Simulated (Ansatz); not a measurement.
# BH2OF (SMILES OBF) at 6 levels

Wanted: a comparison of 6 runs (UPBE0/STO-3G, r2SCAN0/STO-3G, revPBE/STO-3G, BCCD(T)/STO-3G, CCSDT/STO-3G, CCSDTQ/STO-3G) of BH2OF. 

The calculation is run with Ansatz 0.2.0.

70 further runs of the same task are left out: 1 that didn't finish, 69 set aside as unsound or not needed.

## 1. Starting point

BH2OF: 5 atoms, total charge 0, spin state singlet. SMILES: `OBF`. The B2–O1 distance was set to 3.361 Å, away from the relaxed value. At this shape a bond of the SMILES string is far longer than usual.

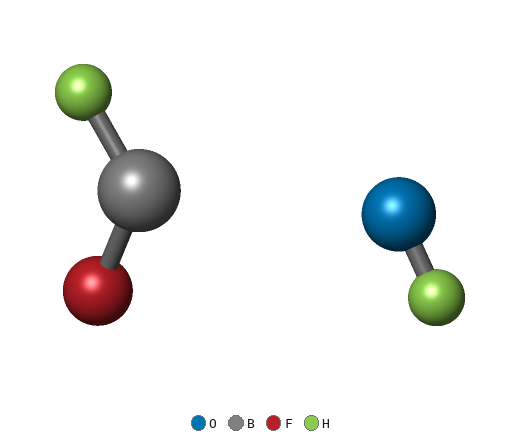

Viewed from a chosen angle; oxygen blue, boron grey, fluorine red, hydrogen green.

## 2. A single-point energy at UPBE0/STO-3G (run 1)

Input file input.yaml:

```yaml
crystal:
  periodic: [false, false, false]
  atoms:
    - {symbol: O, position_ang: [-2.960979, 0.438797, 0.090601]}
    - {symbol: B, position_ang: [0.365000, -0.030200, 0.201100]}
    - {symbol: F, position_ang: [1.039200, -0.323700, -0.909500]}
    - {symbol: H, position_ang: [-3.332779, 0.338797, -0.792099]}
    - {symbol: H, position_ang: [0.948300, 0.065400, 1.236000]}
basis:
  gaussian:
    orbitals: STO-3G
magnetization:
  spin_polarized: true
  initial_magnetization: 0
hamiltonian:
  xc: pbe0
accuracy: high
```

On the command line:

```bash
$ ansatz run input.yaml --threads 1 --pin off --max-ram 2610MiB --events-out events.jsonl --progress --plain --runs-dir runs
```

Log:

```text
Warning: RAYON_NUM_THREADS=1 ignored (pool sized by the plan → 1); use --threads N
Functional definition: PBE0
  name "PBE0"
  parameter a = 0.25
  parameter kappa = 0.804
  parameter beta = 0.06672455060314922
  exchange = (1 - a)*pbe_x(kappa = kappa, mu = beta*pi^2/3) + a*exact_x
  correlation = pbe_c(beta = beta)
269 factors; integrals over basis functions are off by at most 3.3e-8 eV
mean field evaluation 1: about -5373.7963 eV, gradient 2.0e1 eV
mean field evaluation 2: about -5018.6150 eV, gradient 8.8e1 eV
mean field evaluation 4: about -5384.0371 eV, gradient 5.1e0 eV
mean field evaluation 8: about -5384.0372 eV, gradient 5.1e0 eV
mean field evaluation 16: about -5386.4926 eV, gradient 3.5e-1 eV
mean field evaluation 32: about -5383.8965 eV, gradient 5.6e0 eV
mean field -5386.49372168 eV, -197.9499931751 hartree, gradient 2.0e-8 eV, S^2 0.988650; 3 other end points of the search recorded, 0 dependent functions left out
reference -5386.49372308 eV, -197.9499932267 hartree; 12, 12 occupied and 5, 5 virtual orbitals, 269 factors
Total energy: -5386.49372308 eV, -197.9499932267 hartree
```

Wall time 6.3 s (1 thread of Arm Neoverse V1, shared host); peak memory 0.12 GiB.

## 3. A single-point energy at r2SCAN0/STO-3G (run 2)

Input file molecule.yaml:

```yaml
crystal:
  periodic: [false, false, false]
  atoms:
    - symbol: O
      position_ang: [-2.960979, 0.438797, 0.090601]
    - symbol: B
      position_ang: [0.365000, -0.030200, 0.201100]
    - symbol: F
      position_ang: [1.039200, -0.323700, -0.909500]
    - symbol: H
      position_ang: [-3.332779, 0.338797, -0.792099]
    - symbol: H
      position_ang: [0.948300, 0.065400, 1.236000]
basis:
  gaussian:
    orbitals: STO-3G
hamiltonian:
  xc: {name: r2SCAN0}
accuracy: high
```

On the command line:

```bash
$ ansatz run molecule.yaml --threads 1 --pin off --max-ram 2610MiB --events-out events.jsonl --progress --plain --runs-dir runs
```

Log:

```text
Warning: RAYON_NUM_THREADS=1 ignored (pool sized by the plan → 1); use --threads N
Functional definition: r2SCAN0
  name "r2SCAN0"
[... 1 set-up line as earlier in the session ...]
  parameter k0 = 0.174
  parameter k1 = 0.065
  parameter a1 = 4.9479
  exchange = (1 - a)*r2scan_x(k0 = k0, k1 = k1, a1 = a1) + a*exact_x
  correlation = r2scan_c
269 factors; integrals over basis functions are off by at most 3.3e-8 eV
mean field evaluation 1: about -5376.7123 eV, gradient 2.8e1 eV
mean field evaluation 2: about -5244.0927 eV, gradient 9.4e1 eV
mean field evaluation 4: about -5385.5868 eV, gradient 1.7e1 eV
mean field evaluation 8: about -5385.5592 eV, gradient 1.7e1 eV
mean field evaluation 16: about -5386.8063 eV, gradient 1.7e-8 eV
mean field -5386.80630596 eV, -197.9614804356 hartree, gradient 1.7e-8 eV, S^2 0.000000; 1 other end points of the search recorded, 0 dependent functions left out
reference -5386.80630626 eV, -197.9614804465 hartree; 12, 12 occupied and 5, 5 virtual orbitals, 269 factors
Total energy: -5386.80630626 eV, -197.9614804465 hartree
```

It took 2.4 s on 1 thread of Arm Neoverse V1, shared host; peak memory 0.13 GiB.

Runs 3 to 5 aren't shown in full; the table further down has their settings and results.

## 4. A single-point energy at CCSDTQ/STO-3G (run 6)

Input file input.yaml:

```yaml
crystal:
  periodic: [false, false, false]
  atoms:
    - symbol: O
      position_ang: [-2.960979, 0.438797, 0.090601]
    - symbol: B
      position_ang: [0.365000, -0.030200, 0.201100]
    - symbol: F
      position_ang: [1.039200, -0.323700, -0.909500]
    - symbol: H
      position_ang: [-3.332779, 0.338797, -0.792099]
    - symbol: H
      position_ang: [0.948300, 0.065400, 1.236000]
basis:
  gaussian: {orbitals: STO-3G}
correlation: {method: ccsdtq, frozen_orbitals: {B: 1, F: 1, H: 0, O: 1}}
accuracy: high
scf: {omitted_lower_state_checks: [cluster_reference, increment]}
```

On the command line:

```bash
$ ansatz run input.yaml --threads 1 --pin off --max-ram 2610MiB --events-out events.jsonl --progress --plain --runs-dir runs
```

Log:

```text
Warning: RAYON_NUM_THREADS=1 ignored (pool sized by the plan → 1); use --threads N
[... 14 lines left out ...]
3 core orbitals not correlated: weight in the atoms' cores, before any rotation towards them, 1.000 or more for the frozen orbitals, at most 0.000 for the correlated occupied ones
[... 59 lines left out ...]
WARN: these amplitudes may be one of several solutions (largest doubles amplitude 0.93, level shift 15.77 eV)
Total energy: -5371.60452712 eV, -197.4028253673 hartree
Checks for a lower state left out: cluster_reference, increment
```

Run time: 29 s. Hardware: 1 thread of Arm Neoverse V1, shared host; peak memory 0.51 GiB.

## 5. The series

| run | level | frozen core orbitals | energy (Eh) | wall time |
| --- | --- | --- | --- | --- |
| 1 | UPBE0/STO-3G | – | -197.949993 | 6.3 s |
| 2 | r2SCAN0/STO-3G | – | -197.961480 | 2.4 s |
| 3 | revPBE/STO-3G | – | -198.047634 | 1.2 s |
| 4 | BCCD(T)/STO-3G | 3 | -197.406117 | 0.34 s |
| 5 | CCSDT/STO-3G | 3 | -197.401852 | 0.76 s |
| 6 | CCSDTQ/STO-3G | 3 | -197.402825 | 29 s |

## 6. Outcome

| quantity | value |
| --- | --- |
| run 6: total energy | -197.40283 Eh |
| run 6: correlation energy (3 core orbitals frozen) | -340.9 mEh |
| run 6: T1 diagnostic | 0.048 |

Totals of different functionals can't be ranked against each other. In runs 4, 5, 6 the log says that unrestricted orbitals would lower the reference, so the values rest on an unstable closed-shell determinant (other closed-shell runs at this shape may share the fault). In runs 1, 2, 3, 4, 5, 6 the basis is minimal, so the values are rough. Spin contamination of the reference: run 1 ⟨S²⟩ = 0.99. Where it is this large, the reference is a mixture of spin states, and values that rest on it are in doubt. All runs together took 40 s, the longest 29 s.
